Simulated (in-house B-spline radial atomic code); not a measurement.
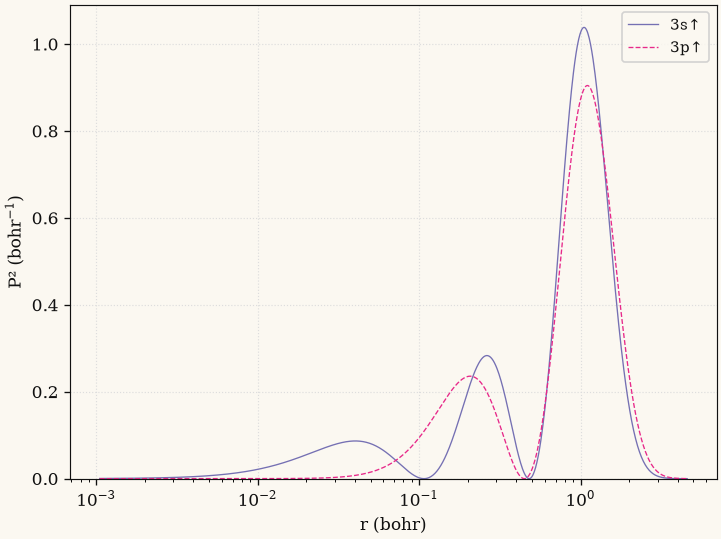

The potassium ion K³⁺ in the configuration [Ne] 3s2 3p4 (high spin). Level of theory: scalar-relativistic (spin-free one-electron X2C) exchange-only LDA (Slater), spin-polarised, spherical fractional occupations, Fermi nucleus, basis-set limit. Computed with an in-house B-spline radial code. Radial functions and radii carry no picture-change correction.

```
Z = 19
electrons = 16.0
configuration = [Ne] 3s2 3p4
hamiltonian = x2c
method = lda,
spin_polarised = True
nucleus = fermi
rms_radius = 3.4349
mass_number = 39
atomic_mass = 38.96370648482
speed_of_light = 137.035999084
```

The plot shows the radial probability densities P² of 3p up and 3s up.

What does the plot show?

3s up: outer maximum at 1.05 bohr, ⟨r⟩ = 1.20 bohr, 2 nodes, eigenvalue −72.0 eV; 3p up: outer maximum at 1.10 bohr, ⟨r⟩ = 1.29 bohr, 1 node, eigenvalue −54.6 eV.
